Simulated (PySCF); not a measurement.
# 4-amino-1-fluorobenzene: NMR shifts at several levels of theory, part 2 of 2

PySCF 2.14.0. Atoms count from 0. The steps go on from the part before.

### Step 8. NMR shieldings: PBE0/6-311+G(2d,p)

What the job is given:

```
{"job": {"kind": "nmr", "xc": "PBE0", "basis": "6-311+G(2d,p)", "pop": true}, "charge": 0, "multiplicity": 1}
N      2.429902    -0.053280     0.109461
C      1.055074     0.087422     0.037914
C      0.445271     1.340603     0.217409
C     -0.939275     1.476452     0.195043
C     -1.734390     0.356328    -0.007534
F     -3.065565     0.484831    -0.033442
C     -1.161430    -0.895745    -0.186530
C      0.223508    -1.027183    -0.163476
H      2.971390     0.781334    -0.072566
H      2.815510    -0.873946    -0.338527
H      1.068874     2.223522     0.380825
H     -1.412050     2.450722     0.332877
H     -1.806869    -1.761810    -0.344746
H      0.671617    -2.014785    -0.301024
```

With the program's defaults for keys left out, this is: GIAO PBE0/6-311+G(2d,p) NMR shielding, non-relativistic, gas phase.

Standard output:

```text
coarse grid: 12384 points
cycle   1  E = -386.4717788440  dE =  1.397e+00  |g| = 5.348e-01  |ddm| = 5.107e+00
cycle   2  E = -386.4559507920  dE =  1.583e-02  |g| = 6.439e-01  |ddm| = 2.340e+00
cycle   3  E = -386.5288817678  dE = -7.293e-02  |g| = 8.090e-02  |ddm| = 1.292e+00
cycle   4  E = -386.5298440430  dE = -9.623e-04  |g| = 4.858e-02  |ddm| = 1.914e-01
cycle   5  E = -386.5304397741  dE = -5.957e-04  |g| = 1.105e-02  |ddm| = 6.812e-02
cycle   6  E = -386.5304648828  dE = -2.511e-05  |g| = 3.960e-03  |ddm| = 2.419e-02
cycle   7  E = -386.5304686584  dE = -3.776e-06  |g| = 6.412e-04  |ddm| = 9.336e-03
final grid: 122080 points
cycle   8  E = -386.5238381463  dE = -6.099e-05  |g| = 7.652e-03  |ddm| = 1.944e-01
cycle   9  E = -386.5238317548  dE =  6.392e-06  |g| = 9.607e-03  |ddm| = 3.255e-02
cycle  10  E = -386.5238516519  dE = -1.990e-05  |g| = 1.410e-03  |ddm| = 1.676e-02
cycle  11  E = -386.5238520020  dE = -3.501e-07  |g| = 3.530e-04  |ddm| = 2.609e-03
cycle  12  E = -386.5238520263  dE = -2.429e-08  |g| = 1.602e-04  |ddm| = 6.924e-04
cycle  13  E = -386.5238520323  dE = -5.971e-09  |g| = 4.026e-05  |ddm| = 2.800e-04
cycle  14  E = -386.5238520326  dE = -3.747e-10  |g| = 5.475e-06  |ddm| = 8.061e-05
converged SCF energy = -386.5238520326

GIAO shielding tensors (ppm)
atom      isotropic    diamagn.    paramagn.     s11        s22        s33       span
  0 N      193.865     325.805    -131.940    164.295    164.745    252.556     88.261
  1 C       40.447     263.847    -223.400    -50.406     18.384    153.365    203.771
  2 C       70.482     254.367    -183.885    -12.828     61.594    162.681    175.509
  3 C       66.815     254.858    -188.043    -19.313     51.904    167.855    187.168
  4 C       26.206     253.554    -227.348    -52.752     41.366     90.004    142.756
  5 F      311.346     496.910    -185.564    243.526    317.768    372.744    129.218
  6 C       66.790     255.287    -188.497    -19.356     51.892    167.834    187.190
  7 C       70.455     254.351    -183.896    -12.894     61.617    162.642    175.536
  8 H       28.570      31.173      -2.603     21.785     28.058     35.866     14.080
  9 H       28.570      31.509      -2.939     21.784     28.062     35.862     14.078
 10 H       24.929      30.853      -5.924     21.511     24.562     28.714      7.203
 11 H       24.545      28.121      -3.575     21.665     24.427     27.544      5.879
 12 H       24.546      28.769      -4.223     21.665     24.425     27.548      5.883
 13 H       24.928      31.635      -6.707     21.513     24.556     28.714      7.201
```

It took 54 s on 1 thread, shared host.

In short: δ C4 160.2, C1 146.0, C3 119.6, C2 116.0, H11 6.96, H10 6.58 ppm (means over like atoms).

### Step 9. Run by run: NMR shifts

Shifts (ppm) of some atoms, chosen among heavy atoms and hydrogens apart, means over like atoms, with basis size and wall time (the measured row can stand on another reference than the computed rows):

| run | C4 | C1 | C3 | H10 | H8 | N0 | F5 | functions | time |
| --- | --- | --- | --- | --- | --- | --- | --- | --- | --- |
| LDA/pcSseg-1 | 167.3 | 149.1 | 123.2 | 6.40 | 2.95 | 86.7 | -146.2 | 166 | 24 s |
| BHandHLYP/pcSseg-1 | 163.5 | 152.0 | 124.7 | 6.53 | 2.93 | 68.0 | -124.5 | 166 | 23 s |
| PBE0/STO-3G | 122.9 | 113.0 | 103.1 | 5.93 | 2.72 | 36.4 | -27.2 | 46 | 4.9 s |
| PBE0/6-31G | 150.8 | 135.3 | 114.6 | 6.34 | 2.40 | 57.4 | -138.4 | 84 | 12 s |
| PBE0/6-31G* | 147.5 | 133.3 | 111.3 | 6.20 | 2.36 | 56.5 | -122.9 | 124 | 18 s |
| PBE0/6-311+G(2d,p) | 160.2 | 146.0 | 119.6 | 6.58 | 2.94 | 68.0 | -136.6 | 252 | 54 s |
| measured | 156.7 | – | – | – | – | – | -127.3 | – | – |

Measured: solution, CDCl3; Viesser, Ducati, Tormena, Autschbach, PCCP 2018 (ESI); G. Saielli, R. Bini, A. Bagno, Computational 19F NMR. 2. Organic compounds, RSC Adv. 2014, ESI (exp. from Berger-Braun-Kalinowski 1994 and Everett 1995).

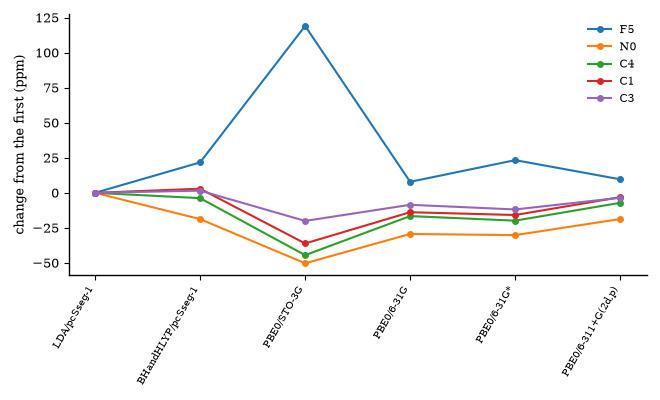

How five of the tabulated atoms move from run to run.

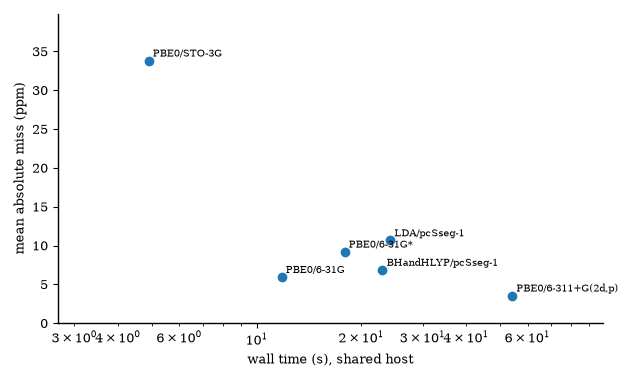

Cost against miss for the one measured 13C shift.

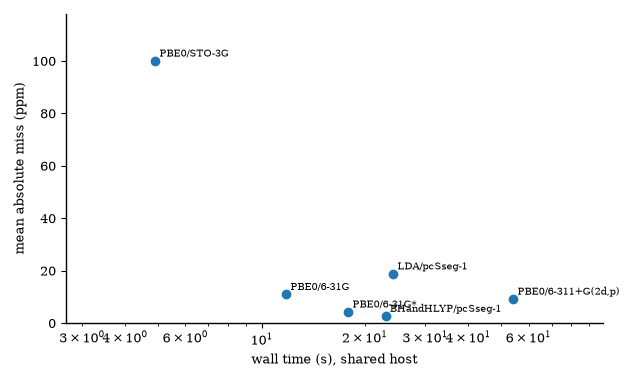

Cost against miss for the one measured 19F shift.

### Step 10. Outcome

What follows sums up all 2 parts.

| quantity | value |
| --- | --- |
| point group | Cs |
| rotational constants (main isotopes) | 5.62, 1.45, 1.15 GHz |
| 13C shifts against TMS (LDA/pcSseg-1, means over atoms taken as alike) | 167.3, 149.1, 123.2, 119.4 ppm |
| 1H shifts against TMS (LDA/pcSseg-1, means over atoms taken as alike) | 6.79, 6.40, 2.95 ppm |
| 15N shifts against NH3 (LDA/pcSseg-1) | 86.7 ppm |
| 19F shifts against CFCl3 (LDA/pcSseg-1) | -146.2 ppm |
| measured, and computed on the same scale | C4 δ 156.7, 167.3; F5 δ -127.3, -146.2 ppm |
| range of the shift of F5 | -146.2 to -27.2 ppm |
| property runs in this session | 6, of which 0 failed and 1 gave unsound results |

In words: Single values in the summary come from the first run of each kind that ended normally (LDA/pcSseg-1), which need not be the best level. The optimisation took 4 steps and gained 0.037 eV; among the close pairs (by a distance rule), C4–F5 changed most, from 1.355 to 1.338 Å. At LDA/pcSseg-1: Shielding is most anisotropic at C1 (span 203 ppm, paramagnetic term -224 ppm). The one measured 13C shift is missed by +10.7 ppm (computed less measured, unscaled). The one measured 19F shift is missed by -18.9 ppm (computed less measured, unscaled). Vibration, temperature and solvent are missing from the calculation, and it holds one conformer, so part of the miss against the measured shifts is not the functional's. NICS(1)zz of -23 ppm above the planar ring from C1 marks a diatropic (aromatic) ring current. Across the 6 runs the shift of F5 moves most, between -146.2 (LDA/pcSseg-1) and -27.2 ppm (PBE0/STO-3G). A minimal basis is unusable for shieldings, so that end is no result. For the one measured 13C shift, PBE0/6-311+G(2d,p) misses least (3.5 ppm, 54 s) and PBE0/STO-3G most (33.8 ppm, 4.9 s). For the one measured 19F shift, BHandHLYP/pcSseg-1 misses least (2.8 ppm, 23 s) and PBE0/STO-3G most (100.1 ppm, 4.9 s). One molecule ranks no method: errors cancel, and vibration and temperature are missing from all runs.
